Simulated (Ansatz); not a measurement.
```yaml
atoms:
  - { symbol: N, position_ang: [-0.3222, 0.0801, -0.7586] }
  - { symbol: As, position_ang: [-0.6673, 0.7775, 1.1622] }
  - { symbol: Si, position_ang: [0.6475, -0.9938, 0.3896] }
  - { symbol: H, position_ang: [-1.1703, -0.2843, -1.2030] }
  - { symbol: H, position_ang: [0.1431, 0.7417, -1.3863] }
  - { symbol: H, position_ang: [0.5648, 1.6880, 1.0126] }
  - { symbol: H, position_ang: [2.0970, -0.8262, 0.1376] }
  - { symbol: H, position_ang: [0.0593, -2.3531, 0.3904] }
```

Computed with RKS PBE-D4/def2-TZVP (Ansatz).

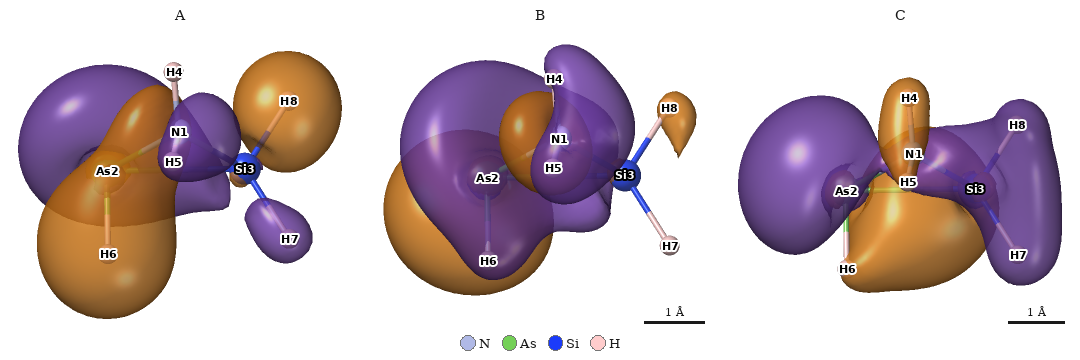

AsH5NSi (charge +1). Three frontier orbitals at ±0.08 Å⁻³ᐟ² (orange and purple are the two phases), in no order.

### Order the three orbitals by energy and name them.

A is the HOMO−1 (−13.12 eV). By Hirshfeld shares it lies mainly on As2 (about 55 %), H6 (about 20 %), Si3 (about 10 %), N1 (about 10 %) and H8 (about 5 %). C is the HOMO (−12.00 eV). By Hirshfeld shares it lies mainly on As2 (about 55 %) and Si3 (about 30 %). B is the LUMO (−7.78 eV). It lies mainly on As2 (about 60 %), N1 (about 20 %) and Si3 (about 10 %).

### What is the HOMO–LUMO gap?

4.22 eV between the orbital energies.
